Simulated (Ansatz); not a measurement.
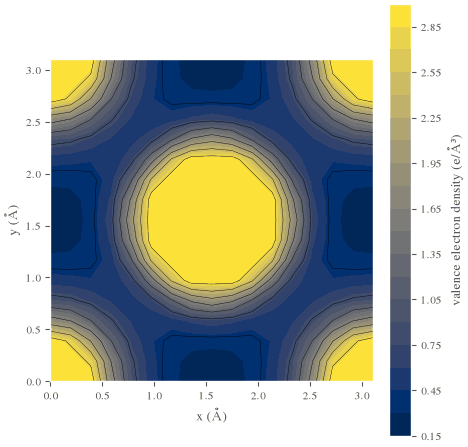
Valence electron density (e/Å³), cut off at 3 on a lattice plane, plane-wave PAW r²SCAN (Ansatz code)

Problem. Which of these materials gives this?
A. TaN, rock salt
B. AlN, P4/mmm (Al on 1c, N on 1a)
C. MgO, rock salt
D. Si3N4, Fd-3m (Si on 16c, Si on 8b, N on 32e)

Solution. A, TaN, rock salt. Atoms in the plane, in fractions of its two edges: N at (0.00, 0.00), Ta at (0.50, 0.50).

The density is the valence pseudo-density with augmentation charge, so density and ELF within about 1 Å of a nucleus are not all-electron values.

Space group Fm-3m (rock salt). The cell was relaxed with r²SCAN under the symmetry of its start. The run is not spin-polarised. Spin–orbit coupling is left out wherever it is not named.

Potentials: the later of the program's two PAW sets.
